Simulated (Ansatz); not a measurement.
A series of calculations on AlN2H6Cl

## 1. Relaxation

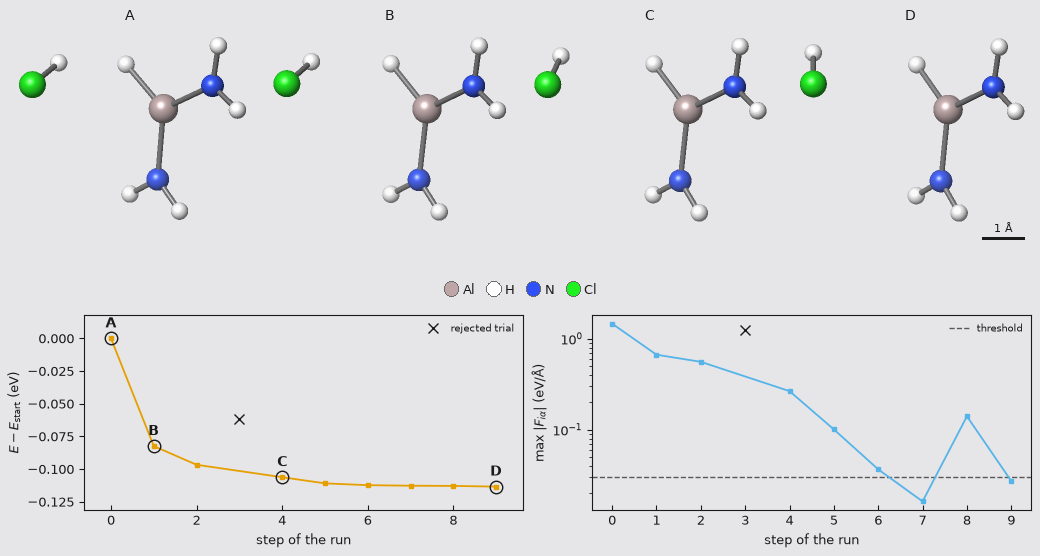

Frames of a relaxation of AlN2H6Cl, marked on the history of the run. A ball-and-stick model, seen at a tilt.

The run prepares an end point of a later path (reaction) calculation, from a guessed geometry.

Method: RHF/def2-SVP in Ansatz.

Input
```yaml
crystal:
  periodic: [false, false, false]
  atoms:
    - { symbol: Al, position_ang: [0.003064, -0.121381, -0.123754] }
    - { symbol: H, position_ang: [0.000706, -0.122496, 1.443976] }
    - { symbol: "N", position_ang: [1.551819, -0.077591, -0.976328] }
    - { symbol: H, position_ang: [1.676324, -0.078164, -1.97026] }
    - { symbol: H, position_ang: [2.442977, 0.016673, -0.528346] }
    - { symbol: "N", position_ang: [-1.540676, -0.251894, -0.977455] }
    - { symbol: H, position_ang: [-2.431745, -0.332858, -0.526964] }
    - { symbol: H, position_ang: [-1.669744, -0.223156, -1.970471] }
    - { symbol: Cl, position_ang: [0.073128, 2.904078, 1.497408] }
    - { symbol: H, position_ang: [0.053948, 1.667189, 1.970193] }
basis:
  gaussian: { orbitals: def2-SVP }
hamiltonian:
  xc: hf
relax:
  f_tol: 0.03
  max_steps: 50
output:
  orbitals: {}
```

Launched with:
```bash
ansatz run input.yaml --threads 2 --pin off --max-ram 3072MiB --backend cpu --events-out ev --progress --plain --runs-dir out
```

**Describe the path.**

After 8 accepted moves (9 points after the start) the energy has fallen by 0.113 eV. Largest force component: 1.5 eV/Å at the start, 0.027 eV/Å at the end. The line search rejected the trial step at point 3 of the run. The forces were under the threshold at step 7, but the run went on from there. The largest move after the best rigid fit is that of H10, 0.68 Å. Largest moves by element: H 0.68 Å, Cl 0.16 Å, Al 0.15 Å, N 0.09 Å. Near-neighbour distances that change, for instance: Al1–Cl9 3.433 → 3.619 Å, Cl9–H10 1.324 → 1.274 Å, Al1–H2 1.568 → 1.580 Å. From step 0 to 1: H10 moves most (0.19 Å), energy −0.082 eV. From step 1 to 4: H10 moves most (0.29 Å), energy −0.024 eV. From step 4 to 9: H10 moves most (0.21 Å), energy −0.007 eV.

Limits of the set-up: Hartree-Fock leaves out electron correlation.

## 2. Relaxation

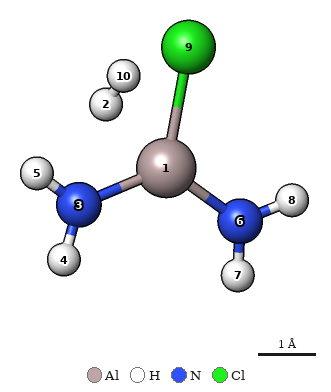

Starting structure of AlN$_{2}$H$_{6}$Cl. A ball-and-stick model, seen at a tilt.

The run prepares an end point of a later path (reaction) calculation, from a guessed geometry.

Level of theory: RHF/def2-SVP (Ansatz 0.2.0).

Input
```yaml
crystal:
  periodic: [false, false, false]
  atoms:
    - { symbol: Al, position_ang: [0.012767, 0.713898, -0.556097] }
    - { symbol: H, position_ang: [0.083157, 0.053361, 2.124631] }
    - { symbol: "N", position_ang: [1.568039, -0.029123, -0.904325] }
    - { symbol: H, position_ang: [1.712847, -0.878401, -1.414704] }
    - { symbol: H, position_ang: [2.450797, 0.359736, -0.634331] }
    - { symbol: "N", position_ang: [-1.556382, 0.03488, -0.974849] }
    - { symbol: H, position_ang: [-1.737683, -0.884647, -1.325122] }
    - { symbol: H, position_ang: [-2.417162, 0.540918, -0.887938] }
    - { symbol: Cl, position_ang: [0.020354, 2.709853, 0.360422] }
    - { symbol: H, position_ang: [0.023065, 0.759926, 2.050313] }
basis:
  gaussian: { orbitals: def2-SVP }
hamiltonian:
  xc: hf
relax:
  f_tol: 0.03
  max_steps: 50
```

Launched with:
```bash
ansatz run input.yaml --threads 2 --pin off --max-ram 3072MiB --backend cpu --events-out ev --progress --plain --runs-dir out
```

**Predict the outcome.**

H10 moves most after the best rigid fit: 0.64 Å. Largest moves by element: H 0.64 Å, Cl 0.35 Å, Al 0.22 Å, N 0.15 Å. Near-neighbour distances that change, for instance: Al1–Cl9 2.196 → 2.115 Å, H2–H10 0.713 → 0.748 Å. After 6 geometry steps the energy has fallen by 16.2 kJ/mol. Largest force component: 1.5 eV/Å at the start, 0.026 eV/Å at the end.

The structure at the end:

```xyz
10

Al    0.0063    0.8012   -0.7575
H     0.0999   -0.0824    2.7395
N     1.5496   -0.0002   -1.0280
H     1.6744   -0.9226   -1.3965
H     2.4413    0.4121   -0.8309
N    -1.5521    0.0668   -1.1181
H    -1.7022   -0.8542   -1.4821
H    -2.4314    0.5274   -0.9827
Cl    0.0230    2.7711    0.0128
H     0.0511    0.6612    2.6814
```

After the run, drawn alike:

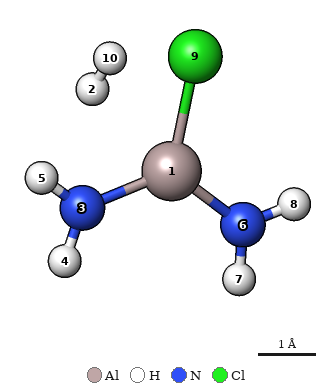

Limits of the set-up: the start holds two separate molecules, 2.6 Å apart at their closest, whose relative position is a soft coordinate and is computed without a dispersion correction; Hartree-Fock leaves out electron correlation.

## 3. Path

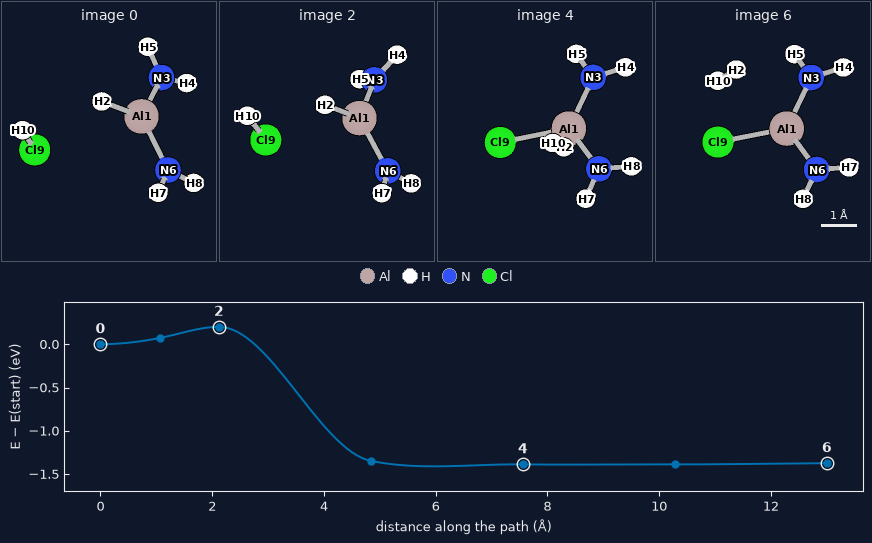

A nudged-elastic-band calculation for AlN2H6Cl, made up at the start of AlN$_{2}$H$_{5}$ and HCl. Images are numbered from 0 (start) to 6 (end). A ball-and-stick model, seen at a tilt.

Method: RHF/def2-SVP in Ansatz 0.2.0. Set-up: 5 movable images; climbing image; force threshold 0.05 eV/Å; iteration limit 60; starting path through a guess of the saddle point.

### Read off the barrier and say what moves.

Breaking: Al1–H2 (1.58 → 1.58 at the top → 3.61 Å), Cl9–H10 (1.27 → 1.27 at the top → 3.40 Å). Forming: Al1–Cl9 (3.62 → 3.23 at the top → 2.12 Å), H2–H10 (2.84 → 2.93 at the top → 0.75 Å). The energy climbs by 0.20 eV to image 2 and then falls by 1.58 eV, so the end point sits at −1.38 eV. Image 4 lies below both ends, at −1.39 eV, which points to an intermediate minimum that so few images don't resolve. The band converged in 46 iterations, with a climbing image at the top. At the top, the vibrational analysis gives one imaginary mode (277i cm⁻¹), as a transition state must have.

Limits of the set-up: the start holds two separate molecules, 2.8 Å apart at their closest, whose relative position is a soft coordinate and is computed without a dispersion correction; Hartree-Fock leaves out electron correlation.

The run took 3.2 min on 2 threads of Arm Neoverse V1, on a shared host, peak memory 0.18 GiB.
